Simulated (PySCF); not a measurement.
System: C₄H₁₅BN₂Si.

The calculation's input:

```
{"job": {"kind": "nmr", "xc": "PBE0", "basis": "pcSseg-1"}, "charge": 0, "multiplicity": 1}
C      3.563519    -0.014919    -0.530998
Si     1.755805    -0.588558    -0.601209
C      0.700039     0.318393     0.683335
B     -0.874051    -0.074367     0.828716
N     -0.934754    -1.710713     0.996226
C     -1.762183     0.228618    -0.525014
C     -2.326086     1.592654    -0.492733
N     -3.560441     1.787866    -0.337373
H      4.188618    -0.606596    -1.193183
H      3.970715    -0.104553     0.472090
H      3.659671     1.024645    -0.831298
H      1.272839    -0.442049    -1.983627
H      1.746137    -2.053563    -0.321902
H      0.763081     1.386197     0.463055
H      1.195353     0.209977     1.654528
H     -1.377542     0.358348     1.818912
H     -0.354356    -1.990036     1.780246
H     -0.574163    -2.128119     0.144181
H     -1.896945    -1.995166     1.150072
H     -1.135119     0.130261    -1.412234
H     -2.599391    -0.467162    -0.609664
H     -1.582300     2.400478    -0.580634
H     -3.843201     2.765348    -0.288477
```

Run with:

```sh
OMP_NUM_THREADS=1 python probes_run.py task.json out
```

Geometry: GFN2-xTB.

The calculation used PBE0/pcSseg-1, SCF density, gas phase, non-relativistic in PySCF.

Question: What can the converged electron density and electron localisation function tell about the bonding?

Answer: C–Si (1.90 Å): ρ at the midpoint is about 0.92 e/Å³; the ELF peaks at about 0.95 between the atoms: a shared electron pair.
N–H (1.01 Å): ρ at the midpoint is about 2.9 e/Å³; the ELF climbs to about 1 towards the hydrogen, as it does in any bond to H: a covalent bond by its length.

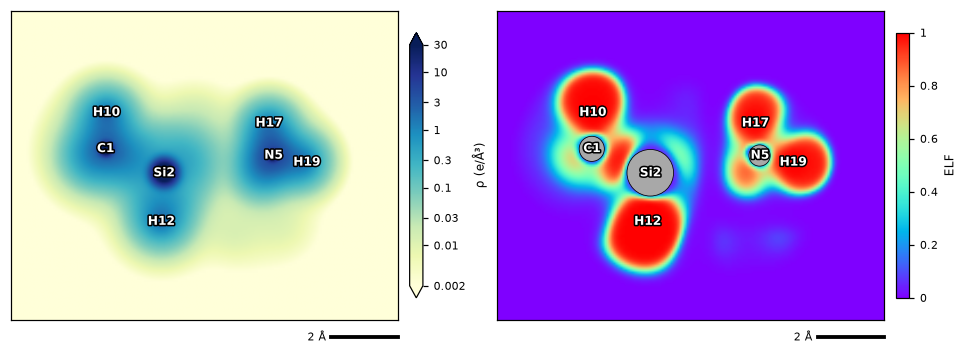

Computed electron density and electron localisation function on the plane of atoms C1, Si2 and H12, in this order. Grey discs cover the atomic cores in the ELF map. 
